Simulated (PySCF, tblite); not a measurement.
# C4H10NSSi radical: geometry, infrared bands and EPR parameters

Wanted: the infrared bands and EPR parameters of C4H10NSSi radical (`C[Si](C)CC(N)=S`), by calculation.

The runs use tblite 0.8.0 and PySCF 2.14.0, with density-fitted response routines of our own; the level of theory stands in each step. All values are computed, except where a source is named. Atoms are numbered from 0 throughout.

### Step 1. Starting geometry

17 atoms, charge 0, multiplicity 2; geometry from: force field or distance geometry start.

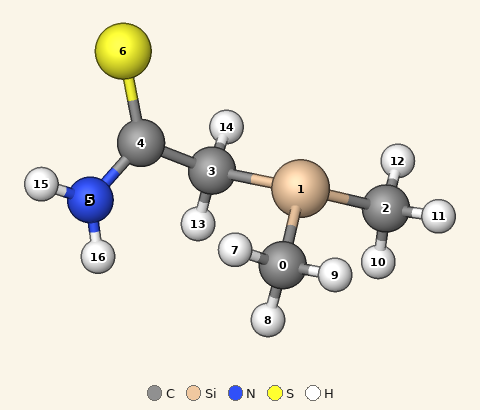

As it starts; carbon grey, silicon light orange, nitrogen blue, sulfur yellow, hydrogen white, atoms numbered; sticks join atoms by distance.

### Step 2. Relaxing the molecule with GFN2-xTB

The job: settings as JSON, then the geometry in Å.

```
{"job": {"kind": "relax", "xc": "GFN2-xTB", "basis": "xTB"}, "charge": 0, "multiplicity": 2}
C     -1.128200     1.498900    -0.124400
Si    -0.951100    -0.273700     0.345300
C     -2.109100    -1.374400    -0.572400
C      0.828500    -0.854000     0.150000
C      1.843800    -0.134800     1.013600
N      2.482000     0.911300     0.410900
S      2.198000    -0.546000     2.577300
H     -0.500000     2.151700     0.499900
H     -0.850000     1.657600    -1.167700
H     -2.177000     1.831200     0.002800
H     -1.919300    -1.341500    -1.652500
H     -3.159000    -1.060900    -0.418600
H     -2.035300    -2.409700    -0.238000
H      1.109800    -0.753300    -0.900100
H      0.871100    -1.925100     0.386500
H      3.178000     1.430300     0.954100
H      2.310800     1.204500    -0.537000
```

On the command line:

```console
OMP_NUM_THREADS=1 python probes_run.py task.json out
```

The driver reads the jobs from task.json and runs them one after another.

Standard output:

```text
step      E/eV     max force
  0    -584.24728    1.640
  1    -584.37221    0.896
  2    -584.40831    0.446
  3    -584.42230    0.258
  4    -584.43337    0.247
  5    -584.43924    0.152
  6    -584.44282    0.150
  7    -584.44523    0.113
  8    -584.44729    0.106
  9    -584.44898    0.097
 10    -584.45008    0.079
 11    -584.45064    0.059
 12    -584.45099    0.053
 13    -584.45131    0.045
 14    -584.45169    0.049
 15    -584.45217    0.050
 16    -584.45278    0.074
 17    -584.45347    0.071
 18    -584.45417    0.082
 19    -584.45474    0.061
 20    -584.45512    0.039
 21    -584.45533    0.031
 22    -584.45545    0.037
 23    -584.45556    0.036
 24    -584.45568    0.025
 25    -584.45580    0.026
 26    -584.45594    0.032
 27    -584.45609    0.045
 28    -584.45626    0.040
 29    -584.45643    0.037
 30    -584.45658    0.030
 31    -584.45673    0.039
 32    -584.45688    0.044
 33    -584.45703    0.032
 34    -584.45717    0.037
 35    -584.45730    0.030
 36    -584.45742    0.031
 37    -584.45751    0.024
 38    -584.45760    0.029
 39    -584.45772    0.032
 40    -584.45789    0.050
 41    -584.45809    0.053
 42    -584.45825    0.031
 43    -584.45835    0.025
 44    -584.45843    0.023
 45    -584.45854    0.043
 46    -584.45867    0.050
 47    -584.45879    0.036
 48    -584.45886    0.016
 49    -584.45891    0.023
 50    -584.45897    0.025
 51    -584.45901    0.017
 52    -584.45904    0.013
 53    -584.45907    0.017
 54    -584.45911    0.021
 55    -584.45920    0.037
 56    -584.45935    0.048
 57    -584.45955    0.045
 58    -584.45976    0.041
 59    -584.45997    0.041
 60    -584.46018    0.041
 61    -584.46040    0.042
 62    -584.46057    0.026
 63    -584.46068    0.021
 64    -584.46078    0.021
 65    -584.46090    0.033
 66    -584.46106    0.034
 67    -584.46119    0.026
 68    -584.46128    0.018
 69    -584.46133    0.015
 70    -584.46137    0.020
 71    -584.46144    0.023
 72    -584.46153    0.026
 73    -584.46163    0.022
 74    -584.46172    0.026
 75    -584.46182    0.032
 76    -584.46194    0.034
 77    -584.46207    0.029
 78    -584.46219    0.028
 79    -584.46230    0.031
 80    -584.46241    0.032
 81    -584.46254    0.023
 82    -584.46267    0.034
 83    -584.46280    0.041
 84    -584.46295    0.042
 85    -584.46319    0.045
 86    -584.46354    0.044
 87    -584.46391    0.033
 88    -584.46410    0.025
 89    -584.46416    0.043
 90    -584.46431    0.027
 91    -584.46444    0.027
 92    -584.46454    0.032
 93    -584.46461    0.028
 94    -584.46471    0.019
 95    -584.46479    0.020
 96    -584.46497    0.023
 97    -584.46517    0.028
 98    -584.46533    0.024
 99    -584.46549    0.026
100    -584.46563    0.032
101    -584.46582    0.037
102    -584.46603    0.045
103    -584.46643    0.058
104    -584.46688    0.045
105    -584.46692    0.094
106    -584.46729    0.035
107    -584.46747    0.025
108    -584.46769    0.037
109    -584.46776    0.025
110    -584.46781    0.024
111    -584.46794    0.023
112    -584.46801    0.029
113    -584.46818    0.041
114    -584.46844    0.058
115    -584.46855    0.112
116    -584.46974    0.083
117    -584.47087    0.129
118    -584.47152    0.402
119    -584.47127    0.261
120    -584.47160    0.600
121    -584.46985    0.373
122    -584.47471    0.354
123    -584.47723    0.106
124    -584.47792    0.173
125    -584.47904    0.150
126    -584.48117    0.181
127    -584.48255    0.105
128    -584.48281    0.268
129    -584.48378    0.177
130    -584.48460    0.065
131    -584.48542    0.083
132    -584.48571    0.167
133    -584.48650    0.126
134    -584.48695    0.044
135    -584.48757    0.097
136    -584.48803    0.113
137    -584.48884    0.080
138    -584.48999    0.090
139    -584.49075    0.105
140    -584.49183    0.106
141    -584.49278    0.111
142    -584.48853    0.397
143    -584.49357    0.227
144    -584.49373    0.089
145    -584.49562    0.070
146    -584.49689    0.162
147    -584.49888    0.171
148    -584.50467    0.445
149    -584.50975    0.235
150    -584.49393    0.716
151    -584.51495    0.317
152    -584.51894    0.194
153    -584.52509    0.227
154    -584.52436    0.532
155    -584.53709    0.163
156    -584.54319    0.173
157    -584.55587    0.354
158    -584.56371    0.185
159    -584.57016    0.196
160    -584.57381    0.140
161    -584.57504    0.323
162    -584.57777    0.170
163    -584.57861    0.094
164    -584.57967    0.168
165    -584.58108    0.093
166    -584.58244    0.074
167    -584.58361    0.092
168    -584.58408    0.064
169    -584.58477    0.066
170    -584.58545    0.091
171    -584.58619    0.071
172    -584.58683    0.058
173    -584.58738    0.062
174    -584.58800    0.068
175    -584.58865    0.064
176    -584.58931    0.057
177    -584.58996    0.058
178    -584.59065    0.054
179    -584.59132    0.068
180    -584.59206    0.078
181    -584.59283    0.104
182    -584.59390    0.106
183    -584.59505    0.090
184    -584.59612    0.079
185    -584.59688    0.058
186    -584.59749    0.058
187    -584.59783    0.088
188    -584.59816    0.109
189    -584.59862    0.037
190    -584.59893    0.034
191    -584.59919    0.038
192    -584.59941    0.051
193    -584.59960    0.028
194    -584.59973    0.034
195    -584.59987    0.039
196    -584.60000    0.039
197    -584.60013    0.033
198    -584.60023    0.019
199    -584.60030    0.017
200    -584.60033    0.014
201    -584.60036    0.014
202    -584.60040    0.012
203    -584.60044    0.014
204    -584.60047    0.013
205    -584.60049    0.013
206    -584.60050    0.012
207    -584.60052    0.010
208    -584.60053    0.009
```

Wall time 2 s (1 thread of AMD EPYC 7B13, shared host); peak memory 0.18 GiB.

The steps of the relaxation: (not every step is listed)

```csv
step,energy from step 0 (eV),largest force (eV/Å)
0,0.0000,1.6396
1,-0.1249,0.8963
2,-0.1610,0.4464
3,-0.1750,0.2577
4,-0.1861,0.2468
5,-0.1920,0.1521
6,-0.1955,0.1501
7,-0.1979,0.1135
8,-0.2000,0.1056
27,-0.2088,0.0452
46,-0.2114,0.0504
65,-0.2136,0.0334
84,-0.2157,0.0418
103,-0.2191,0.0581
122,-0.2274,0.3535
141,-0.2455,0.1110
160,-0.3265,0.1405
179,-0.3440,0.0683
198,-0.3529,0.0185
203,-0.3532,0.0139
204,-0.3532,0.0132
205,-0.3532,0.0126
206,-0.3532,0.0122
207,-0.3532,0.0100
208,-0.3533,0.0094
```

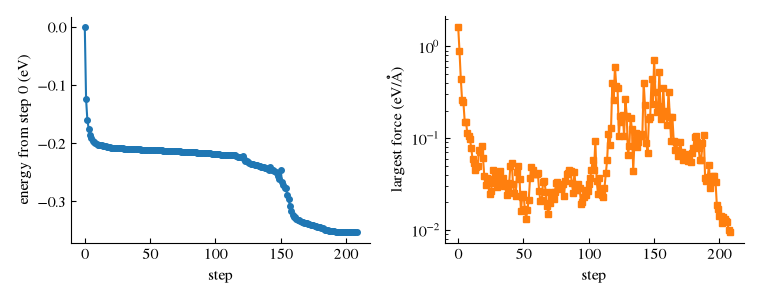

Energy and force, step by step.

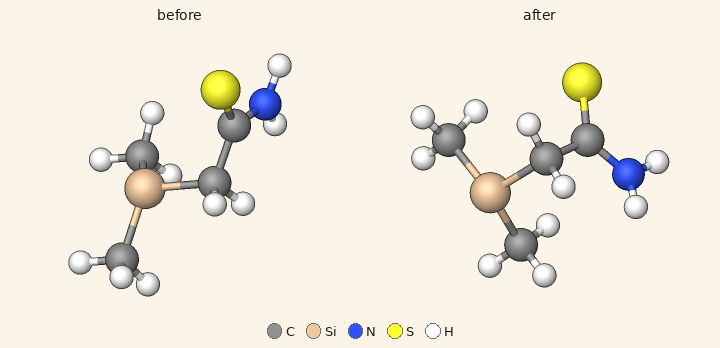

Before and after, at one scale.

Close pairs (by a distance rule), those that changed most:

```csv
bond,before (Å),after (Å),change (Å)
Si1–C2,1.842,1.907,+0.065
Si1–C3,1.882,1.941,+0.059
C0–Si1,1.842,1.898,+0.056
C3–C4,1.515,1.471,-0.044
C0–H9,1.108,1.086,-0.021
C2–H11,1.106,1.086,-0.021
N5–H15,1.024,1.006,-0.018
C0–H7,1.100,1.086,-0.014
```

The next job starts from the end point, and lists it.

### Step 3. Vibrational analysis with GFN2-xTB

The job: settings as JSON, then the geometry in Å.

```
{"job": {"kind": "ir", "xc": "GFN2-xTB", "basis": "xTB"}, "charge": 0, "multiplicity": 2}
C     -1.732774     1.105434     1.201509
Si    -1.063250    -0.510963     0.465114
C     -1.141769    -0.526946    -1.440477
C      0.752294    -0.844514     1.065510
C      1.600567     0.111106     0.336988
N      2.127103    -0.299536    -0.838062
S      1.800078     1.676241     0.822974
H     -1.937568     1.016922     2.264459
H     -0.992774     1.895387     1.076018
H     -2.649047     1.418906     0.709885
H     -0.543595     0.284221    -1.853032
H     -2.161569    -0.393941    -1.788593
H     -0.772839    -1.459088    -1.859477
H      1.053788    -1.873263     0.872252
H      0.799535    -0.652583     2.133744
H      2.719083     0.337055    -1.344570
H      2.135738    -1.272409    -1.094642
```

Standard output:

```text
mode    cm-1     km/mol
  1      30.7      4.46
  2      87.8      4.11
  3     105.5      0.05
  4     116.2      0.32
  5     125.6      0.27
  6     153.5      1.21
  7     171.8      3.05
  8     198.7      2.42
  9     267.7    131.96
 10     346.7      7.44
 11     392.9      3.40
 12     494.5     23.40
 13     503.3     10.48
 14     628.1      5.01
 15     717.6     49.17
 16     746.0      7.02
 17     762.9     13.60
 18     787.4      0.56
 19     792.7      2.43
 20     837.2     33.52
 21     843.6    102.18
 22     852.6    123.10
 23     961.0      6.01
 24    1075.2     52.37
 25    1152.3     43.04
 26    1264.7    142.43
 27    1342.6    111.16
 28    1359.3      2.68
 29    1365.0      7.02
 30    1451.2     24.29
 31    1459.5      2.99
 32    1472.1     49.76
 33    1473.5      0.47
 34    1478.7    186.01
 35    1485.9      5.51
 36    2982.6     22.91
 37    2990.9      2.60
 38    2997.8     14.95
 39    3031.9      3.91
 40    3034.8     23.14
 41    3040.7     13.22
 42    3042.6     11.68
 43    3048.3     19.13
 44    3449.1     22.81
 45    3520.7     12.17
```

Run time: 0.85 s. Hardware: 1 thread of AMD EPYC 7B13, shared host; peak memory 0.18 GiB.

Which atoms move in the most intense modes:

```csv
cm⁻¹,km/mol,atoms
268,132.0,"H16 64 %, H15 17 %, N5 12 %"
844,102.2,"Si1 19 %, H12 14 %, C3 11 %"
853,123.1,"H7 24 %, H9 17 %, H12 12 %, C0 11 %"
1075,52.4,"H14 40 %, H13 39 %"
1265,142.4,"C4 59 %, H13 13 %"
1343,111.2,"C4 47 %, H16 18 %, H15 15 %"
1472,49.8,"H10 37 %, H12 18 %, H11 13 %"
1479,186.0,"H15 23 %, H16 21 %, N5 19 %, H10 12 %"
```

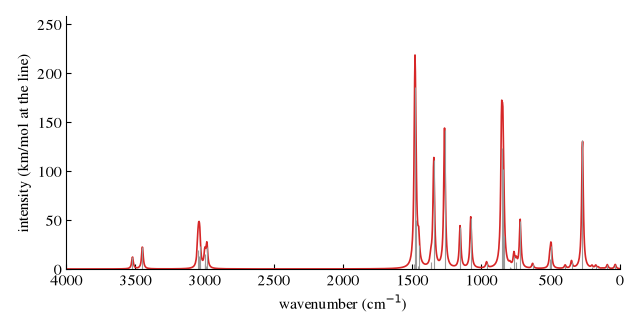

The infrared spectrum from these modes, unscaled. Lines are broadened to a width of 14 cm⁻¹ (Lorentzian).

### Step 4. g tensor and hyperfine couplings: B3LYP/pcH-1

Same as in step 3 but for these lines:

```diff
@@ -1,2 +1,2 @@
-{"job": {"kind": "ir", "xc": "GFN2-xTB", "basis": "xTB"}, "charge": 0, "multiplicity": 2}
+{"job": {"kind": "epr", "basis": "pcH-1"}, "charge": 0, "multiplicity": 2}
 C     -1.732774     1.105434     1.201509
```

With the program's defaults for keys left out, this is: UKS B3LYP, pcH-1 on C H N S Si, non-relativistic, mean-field spin-orbit, GIAO.

Standard output:

```text
UKS, coarse grid
  cycle   1  E = -900.78893486  |g| = 4.68e-01
  cycle   2  E = -900.66309532  |g| = 6.49e-01
  cycle   3  E = -900.89219445  |g| = 1.77e-01
  cycle   4  E = -900.90718569  |g| = 5.46e-02
  cycle   5  E = -900.90877915  |g| = 1.22e-02
  cycle   6  E = -900.90886779  |g| = 4.35e-03
  cycle   7  E = -900.90888060  |g| = 1.52e-03
  cycle   8  E = -900.90888273  |g| = 6.87e-04
UKS, final grid
  cycle   1  E = -900.90884006  |g| = 1.03e-03
  cycle   2  E = -900.90883922  |g| = 1.77e-03
  cycle   3  E = -900.90884061  |g| = 1.38e-04
  cycle   4  E = -900.90884062  |g| = 7.48e-05
  cycle   5  E = -900.90884063  |g| = 5.21e-05
  cycle   6  E = -900.90884064  |g| = 1.08e-05
E = -900.90884064 Eh   <S^2> = 0.7521 (exact 0.7500)
g shifts (ppm)      1          2          3
  rmc          -145       -145       -145
  gc             18         78         76
  oz_so        1462       1980       3707
  total        1334       1913       3638
hyperfine (MHz)  atom isotope    a_iso     a_fc   dipolar eigenvalues
    0   13C      34.05      34.03     -4.80     -4.22      9.03
    1  29Si    -472.18    -473.21   -160.99     80.29     80.71
    2   13C      32.68      32.67     -4.07     -3.84      7.92
    3   13C      23.07      23.05     -3.28     -2.87      6.15
    4   13C      26.27      26.26     -3.97     -1.60      5.58
    5   14N      -0.22      -0.22     -0.38     -0.13      0.51
    6   33S       0.94       0.84     -5.06     -4.59      9.64
    7    1H       6.89       6.89     -4.60     -2.71      7.32
    8    1H      50.96      50.96     -4.15      0.25      3.90
    9    1H      -2.98      -2.98     -4.09     -1.94      6.02
   10    1H      53.21      53.21     -3.79     -0.07      3.86
   11    1H       0.70       0.70     -4.21     -2.38      6.59
   12    1H       1.75       1.74     -4.22     -2.47      6.69
   13    1H      10.33      10.33     -4.11     -2.47      6.58
   14    1H      -1.31      -1.32     -3.66     -2.18      5.84
   15    1H      -0.36      -0.37     -0.89     -0.54      1.43
   16    1H      -0.33      -0.33     -1.15     -0.67      1.82
```

Wall time 86 s (1 thread of AMD EPYC 7B13, shared host); peak memory 1.1 GiB.

Principal g values 2.00365, 2.00423, 2.00596; g(iso) = 2.00461, against 2.00232 for a free electron.

Mean a(iso) over the nuclei that a row names, and the largest dipolar term of the row (other rows stand at the frozen geometry):

```csv
nuclei,isotope,a(iso) (MHz),"a(iso) (G, at g = 2.0023)",largest dipolar term (MHz)
Si1,29Si,-472.2,-168.5,-161.0
"C0, C2",13C,33.4,11.9,9.0
C4,13C,26.3,9.4,5.6
C3,13C,23.1,8.2,6.2
"H7, H8, H9, H10, H11, H12",1H,18.4,6.6,7.3
"H13, H14",1H,4.5,1.6,6.6
S6,33S,0.9,0.3,9.6
H15,1H,-0.4,-0.1,1.4
H16,1H,-0.3,-0.1,1.8
N5,14N,-0.2,-0.1,0.5
```

Mulliken spin populations:

C0 0.00; Si1 0.90; C2 0.00; C3 -0.01; C4 0.00; N5 0.00; S6 0.05; H7 0.00; H8 0.03; H9 0.00; H10 0.03; H11 0.00; H12 0.00; H13 0.00; H14 0.00; H15 0.00; H16 0.00

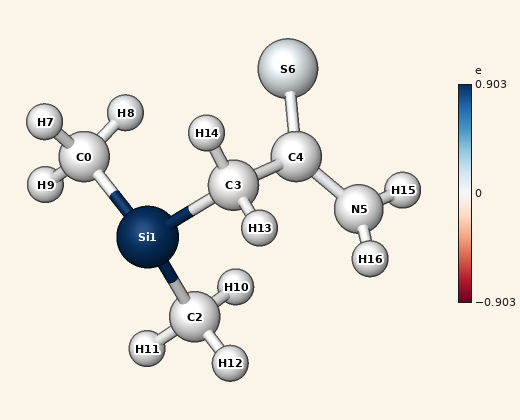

Mulliken spin populations, as colours on the atoms.

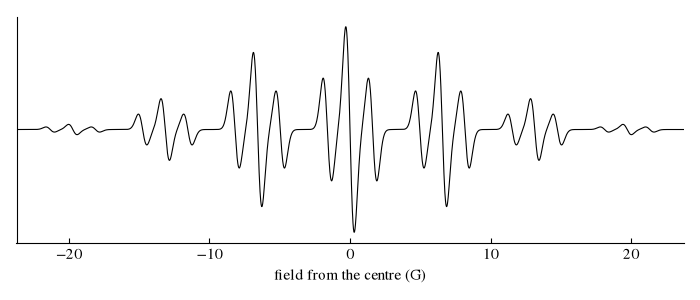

First-order isotropic spectrum (first derivative, main isotopes with spin only, couplings over 0.8 MHz, Gaussian width 0.3 G; couplings of the frozen geometry, rotation of groups not averaged beyond the rows shown).

The fields below are evaluated on a grid from the run's orbitals.

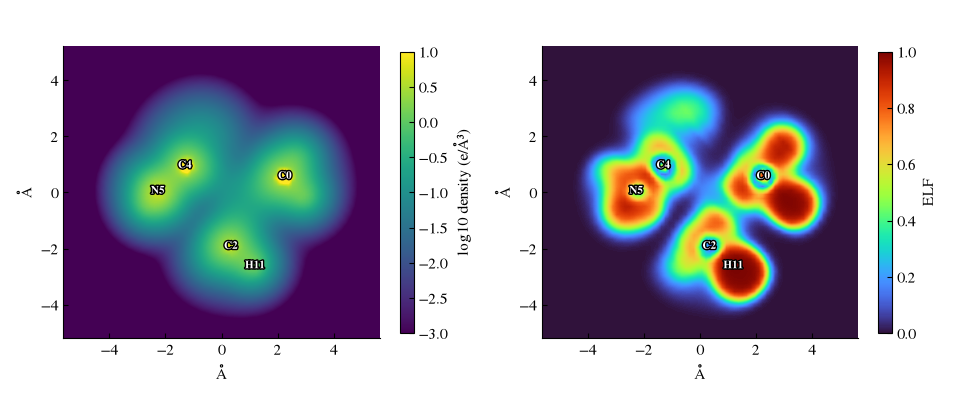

Density (left) and ELF (right) in a plane through or near 5 of the atoms.

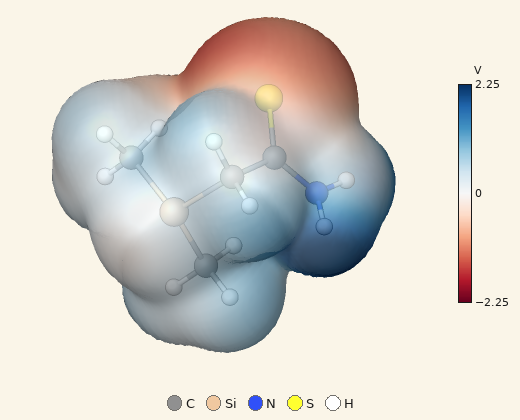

The potential that a unit positive charge feels on the 0.002 e/bohr³ surface, from -1.35 V near S6 to 2.25 V near H16.

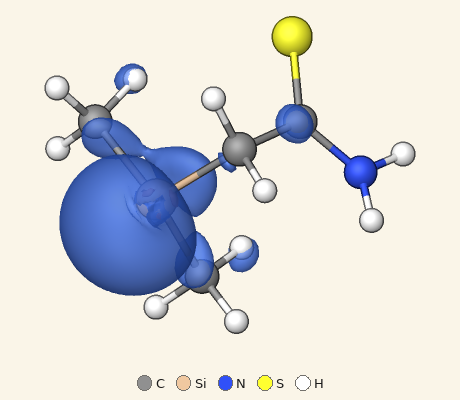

Spin density at ±0.03 e/Å³ (alpha excess blue, beta excess red).

### Step 5. Results

```
                                                                  quantity                    value
                                 strongest single infrared mode (GFN2-xTB)    1479 cm⁻¹, 186 km/mol
                                              zero-point energy (GFN2-xTB)            83.5 kcal/mol
                                                            g(iso) (B3LYP)                  2.00461
                                                                      ⟨S²⟩       0.752 (exact 0.75)
                                        largest a(iso) (averaged by class)  29Si on Si1, -472.2 MHz
potential on the surface of density 0.002 e/bohr³, 1st and 99th percentile       -1.35 V and 2.25 V
```

**Reading.** Relaxing lowered the energy by 0.353 eV in 208 steps; the close pair that moved most is Si1–C2, from 1.842 to 1.907 Å. No mode is imaginary among the 45: a minimum at this level. The strongest single mode, at 1479 cm⁻¹, is carried by H15, H16, N5, H10. Unscaled tight-binding wavenumbers are off by several per cent, some by more. Its intensities can rank the bands wrongly. Si1 carries the largest spin population, 0.90 e. The isotropic g lies 2.3 ppt above the free-electron value.
